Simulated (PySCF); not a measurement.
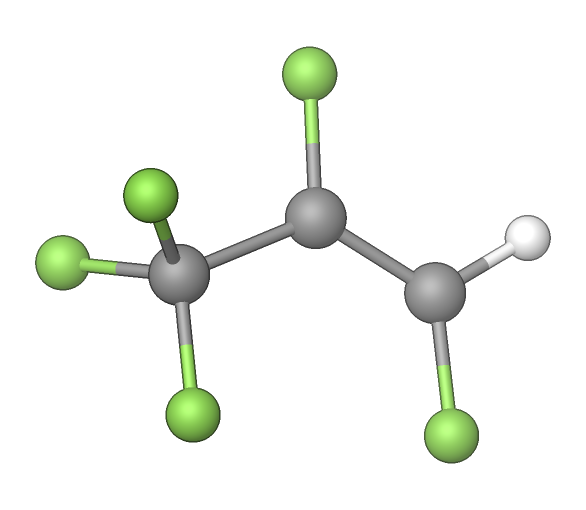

A ball-and-stick model of a molecule. Colours: fluorine green, carbon grey, hydrogen white.

The computed structure is the end point of a PBE0-D3(BJ)/def2-SVP optimisation. No frequency run is at hand to confirm it as a minimum.

What is the molecular formula?

Answer. C3HF5, 9 atoms: 3 carbon, 1 hydrogen and 5 fluorine.

Name functional groups in it.

Answer. Among them: alkene, C–F bond.

Give a SMILES string for it.

Answer. F/C=C(/F)C(F)(F)F

Does it have rings?

Answer. It has no ring.

Count the bonded pairs by element.

Answer. 5 C–F, 2 C–C, 1 C–H.

More results for the same structure follow; atom numbers are the same in all pictures, views and colours differ.

### Shape

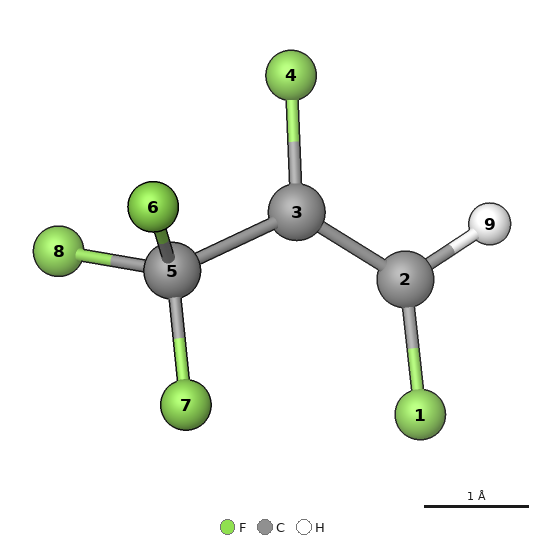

The atoms are numbered. No frequency run is at hand to confirm it as a minimum.

What are the angles F1–C2–C3, F1–C2–H9, C3–C2–H9, C2–C3–F4, C2–C3–C5, F4–C3–C5, C3–C5–F6, C3–C5–F7, C3–C5–F8, F6–C5–F7, F6–C5–F8, F7–C5–F8?

| angle | degrees |
| --- | --- |
| F1–C2–C3 | 123.8 |
| F1–C2–H9 | 115.2 |
| C3–C2–H9 | 121.0 |
| C2–C3–F4 | 119.1 |
| C2–C3–C5 | 128.4 |
| F4–C3–C5 | 112.5 |
| C3–C5–F6 | 110.0 |
| C3–C5–F7 | 111.6 |
| C3–C5–F8 | 110.7 |
| F6–C5–F7 | 108.6 |
| F6–C5–F8 | 107.4 |
| F7–C5–F8 | 108.3 |

### NMR shielding

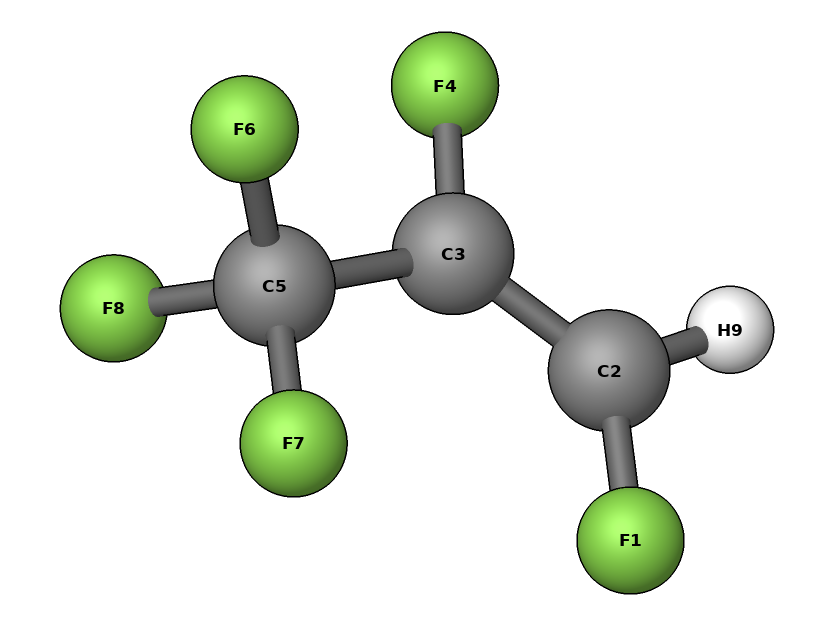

No frequency run is at hand to confirm it as a minimum. Properties computed with GIAO PBE0/pcSseg-1 NMR shielding, non-relativistic, IEF-PCM chloroform (PySCF 2.14.0). Principal shieldings σ11 ≤ σ22 ≤ σ33, span Ω = σ33 − σ11, skew κ = 3(σiso − σ22)/Ω.

Which F atom has the most anisotropic shielding?

Answer. F1, with a span of 224 ppm.

Give the shielding tensors of the F atoms.

```
atom    σ11    σ22    σ33   σiso      Ω      κ
  F1  248.3  303.8  472.3  341.5  224.0   0.50
  F4  323.5  375.8  400.8  366.7   77.3  −0.35
  F6  184.4  256.8  337.9  259.7  153.5   0.06
  F7  196.4  272.1  346.8  271.8  150.4  −0.01
  F8  180.4  248.1  335.9  254.8  155.5   0.13
```

Shieldings and span in ppm.

### Charges

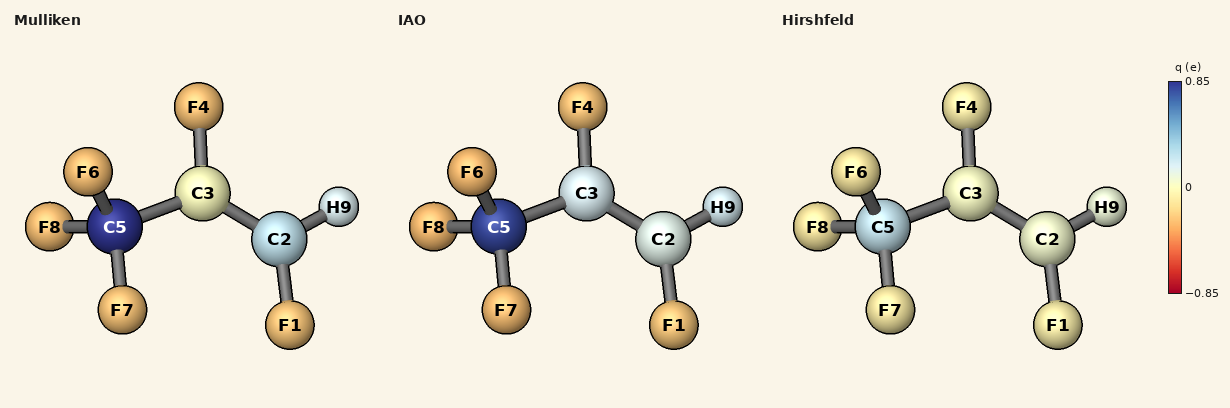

Atomic charges of one calculation by 3 schemes, on one colour scale. No frequency run is at hand to confirm it as a minimum. Method: PBE0/pcSseg-1 in chloroform (IEF-PCM) (PySCF 2.14.0).

On which atom do the schemes disagree most?

Answer. On C5 (from 0.25 to 0.85 e).

List the charges (e), one line for each set of equivalent atoms.

| atom | Mulliken | IAO | Hirshfeld |
| --- | --- | --- | --- |
| F1 | −0.24 | −0.24 | −0.06 |
| C2 | 0.26 | 0.14 | 0.05 |
| C3 | 0.01 | 0.17 | 0.02 |
| F4 | −0.26 | −0.25 | −0.07 |
| C5 | 0.85 | 0.80 | 0.25 |
| F6 | −0.26 | −0.27 | −0.09 |
| F7 | −0.25 | −0.27 | −0.08 |
| F8 | −0.26 | −0.27 | −0.10 |
| H9 | 0.16 | 0.19 | 0.09 |

### Electronic properties

No frequency run is at hand to confirm it as a minimum. Properties computed with ωB97X-D/def2-SVPD in chloroform (IEF-PCM) (PySCF 2.14.0). Excitations: vertical, linear response.

What is the LUMO energy (Kohn–Sham orbital)?

Answer. 1.18 eV.

What is the mean static polarisability?

Answer. 48.2 bohr³.

What is the HOMO energy (Kohn–Sham orbital)?

Answer. −10.09 eV.

Give the dipole moment at this level.

Answer. 2.41 D.

Mulliken values depend strongly on the basis set and can even reverse the polarity of a bond.
